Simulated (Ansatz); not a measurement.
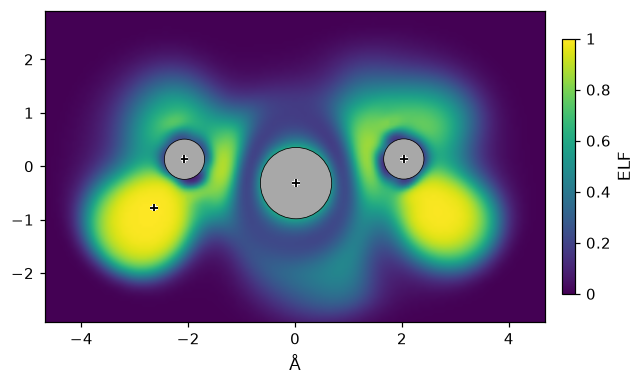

The ELF on a plane through atoms (crosses mark nuclei in the plane; grey discs cover the cores).

Computed with Ansatz, RKS PBE0-D4/def2-TZVPP.

Candidates:
A. BrH2OSi (charge +1)
B. C2H7In
C. ClH3OSi···NH3

> Which system is this?

Candidate B: C2H7In on the plane of atoms C3, In1 and C5, which holds In, C and H. C–In (2.07 Å): the ELF peaks at about 0.85 in the valence shell of C, 0.7 Å from its nucleus, and drops to about 0.20 between the two atoms. C–H (1.09 Å): the ELF climbs to about 1 towards the hydrogen, as it does in any bond to H: an ordinary covalent bond to hydrogen.
